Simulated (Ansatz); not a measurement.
# One shape, several levels: AlH3 (SMILES [AlH3])

Aim: a comparison of 6 runs (UHF/3-21G, UB3LYP/3-21G, BHLYP/6-31G*, SVWN5/6-31G*, wB97X/6-31G*, CCSDT(Q)/6-31G*) of AlH3. 

The calculation is run with Ansatz 0.2.0.

74 further runs of the same task are left out: 3 that didn't finish, 71 set aside as unsound or not needed.

## Step 1: The structure to begin with

AlH3: 4 atoms, total charge 0, spin state singlet. SMILES: `[AlH3]`. The H3–Al1 distance was set to 3.171 Å, away from the relaxed value. At this shape a bond of the SMILES string is far longer than usual.

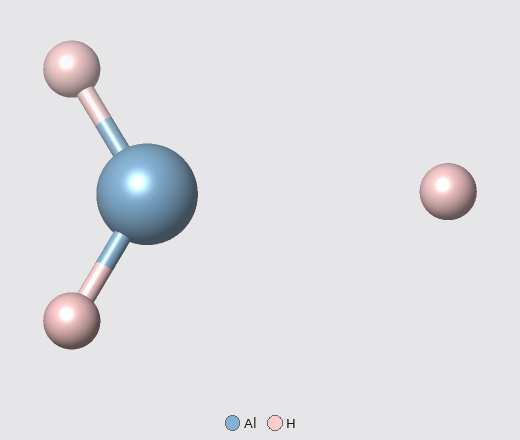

The structure, seen from a chosen angle (aluminium light blue, hydrogen pink).

## Step 2: A single-point energy at UHF/3-21G (run 1)

Input file in.yaml:

```yaml
crystal:
  periodic: [false, false, false]
  atoms:
    - {symbol: Al, position_ang: [1.368185, 0.802391, -0.115299]}
    - {symbol: H, position_ang: [1.987685, 1.488091, 1.173401]}
    - {symbol: H, position_ang: [-1.340800, -0.832000, 0.105100]}
    - {symbol: H, position_ang: [2.103885, 0.932891, -1.514099]}
basis:
  gaussian: {orbitals: 3-21G.json}
magnetization: {spin_polarized: true}
hamiltonian: {xc: hf}
accuracy: high
```

The basis set 3-21G is read from a file made from the Basis Set Exchange's data (not shown).

Run with:

```
ansatz run in.yaml --threads 1 --pin off --max-ram 2610MiB --events-out events.jsonl --progress --plain --runs-dir runs
```

The program printed:

```text
Warning: RAYON_NUM_THREADS=1 ignored (pool sized by the plan → 1); use --threads N
Functional definition: HF
  name "HF"
  exchange = exact_x
  correlation = 0
365 factors; integrals over basis functions are off by at most 3.1e-9 eV
mean field evaluation 1: about -6587.6320 eV, gradient 7.7e0 eV
mean field evaluation 2: about -6587.6310 eV, gradient 7.7e0 eV
mean field evaluation 4: about -6588.7982 eV, gradient 6.2e-1 eV
mean field evaluation 8: about -6588.8057 eV, gradient 7.9e-5 eV
mean field evaluation 16: about -6590.2369 eV, gradient 6.9e-2 eV
mean field evaluation 32: about -6590.2310 eV, gradient 2.6e-5 eV
mean field evaluation 64: about -6588.8057 eV, gradient 3.0e-6 eV
mean field -6590.23101535 eV, -242.1865227951 hartree, gradient 8.6e-8 eV, S^2 0.879817; 3 other end points of the search recorded, 0 dependent functions left out
reference -6590.23101535 eV, -242.1865227951 hartree; 8, 8 occupied and 11, 11 virtual orbitals, 365 factors
Total energy: -6590.23101535 eV, -242.1865227951 hartree
```

Run time: 0.12 s. Hardware: 1 thread of Arm Neoverse V2, shared host.

## Step 3: The energy at UB3LYP/3-21G (run 2)

in.yaml: that of step 2 with these lines changed.

```diff
@@ -9,4 +9,4 @@
   gaussian: {orbitals: 3-21G.json}
-magnetization: {spin_polarized: true}
-hamiltonian: {xc: hf}
+magnetization: {spin_polarized: true, initial_magnetization: 0}
+hamiltonian: {xc: {name: B3LYP}}
 accuracy: high
```

The basis set 3-21G is read from a file made from the Basis Set Exchange's data (not shown).

Run with:

```
ansatz run in.yaml --threads 1 --pin off --max-ram 2610MiB --events-out events.jsonl --progress --plain --runs-dir runs
```

The program printed:

```text
Warning: RAYON_NUM_THREADS=1 ignored (pool sized by the plan → 1); use --threads N
Functional definition: B3LYP
  name "B3LYP"
  parameter a0 = 0.2
  parameter ax = 0.72
  parameter ac = 0.81
  exchange = (1 - a0 - ax)*slater_x + ax*b88_x + a0*exact_x
  correlation = (1 - ac)*vwn_rpa_c + ac*lyp_c
365 factors; integrals over basis functions are off by at most 3.1e-9 eV
mean field evaluation 1: about -6603.5170 eV, gradient 1.0e1 eV
mean field evaluation 2: about -6598.0884 eV, gradient 1.5e1 eV
mean field evaluation 4: about -6605.1479 eV, gradient 1.7e0 eV
mean field evaluation 8: about -6605.1883 eV, gradient 1.2e-1 eV
mean field evaluation 16: about -6605.1886 eV, gradient 5.0e-7 eV
mean field evaluation 32: about -6605.4141 eV, gradient 2.4e-8 eV
mean field -6605.41410356 eV, -242.7444909953 hartree, gradient 2.4e-8 eV, S^2 0.577894; 3 other end points of the search recorded, 0 dependent functions left out
reference -6605.41413940 eV, -242.7444923124 hartree; 8, 8 occupied and 11, 11 virtual orbitals, 365 factors
Total energy: -6605.41413940 eV, -242.7444923124 hartree
```

It took 2.4 s on 1 thread of Arm Neoverse V2, shared host; peak memory 0.11 GiB.

Runs 3 to 5 aren't shown in full; the table further down has their settings and results.

## Step 4: A single-point energy at CCSDT(Q)/6-31G(d) (spherical functions) (run 6)

Input file job.yaml:

```yaml
crystal:
  periodic: [false, false, false]
  atoms:
    - {symbol: Al, position_ang: [1.368185, 0.802391, -0.115299]}
    - {symbol: H, position_ang: [1.987685, 1.488091, 1.173401]}
    - {symbol: H, position_ang: [-1.340800, -0.832000, 0.105100]}
    - {symbol: H, position_ang: [2.103885, 0.932891, -1.514099]}
basis:
  gaussian: {orbitals: 6-31G_st_-spherical.json}
correlation: {method: ccsdt_q, frozen_orbitals: {Al: 5, H: 0}}
accuracy: high
scf: {omitted_lower_state_checks: [cluster_reference, increment]}
```

The basis set 6-31G* is read from a file made from the Basis Set Exchange's data (not shown).

Run with:

```
ansatz run job.yaml --threads 1 --pin off --max-ram 2610MiB --events-out events.jsonl --progress --plain --runs-dir runs
```

The program printed:

```text
Warning: RAYON_NUM_THREADS=1 ignored (pool sized by the plan → 1); use --threads N
[... 12 lines left out ...]
5 core orbitals not correlated: weight in the atoms' cores, before any rotation towards them, 1.000 or more for the frozen orbitals, at most 0.000 for the correlated occupied ones
[... 32 lines left out ...]
WARN: these amplitudes may be one of several solutions (largest doubles amplitude 0.48, level shift 0.86 eV)
Total energy: -6628.18373181 eV, -243.5812593998 hartree
Checks for a lower state left out: cluster_reference, increment
```

It took 0.4 s on 1 thread of Arm Neoverse V2, shared host.

## Step 5: The series

| run | level | frozen core orbitals | energy (Eh) | wall time |
| --- | --- | --- | --- | --- |
| 1 | UHF/3-21G | – | -242.186523 | 0.12 s |
| 2 | UB3LYP/3-21G | – | -242.744492 | 2.4 s |
| 3 | BHLYP/6-31G* (spherical functions) | – | -244.033646 | 0.76 s |
| 4 | SVWN5/6-31G* (spherical functions) | – | -242.953395 | 0.56 s |
| 5 | wB97X/6-31G* (spherical functions) | – | -244.025949 | 3.6 s |
| 6 | CCSDT(Q)/6-31G* (spherical functions) | 5 | -243.581259 | 0.4 s |

## Step 6: What came out

| quantity | value |
| --- | --- |
| run 6: total energy | -243.58126 Eh |
| run 6: correlation energy (5 core orbitals frozen) | -119.1 mEh |
| run 6: T1 diagnostic | 0.059 |

**Reading.** Totals of different functionals can't be ranked against each other. In run 6 the log says that unrestricted orbitals would lower the reference, so the values rest on an unstable closed-shell determinant (other closed-shell runs at this shape may share the fault). Spin contamination of the reference: run 1 ⟨S²⟩ = 0.88, run 2 ⟨S²⟩ = 0.58. Where it is this large, the reference is a mixture of spin states, and values that rest on it are in doubt. All runs together took 7.9 s, the longest 3.6 s.
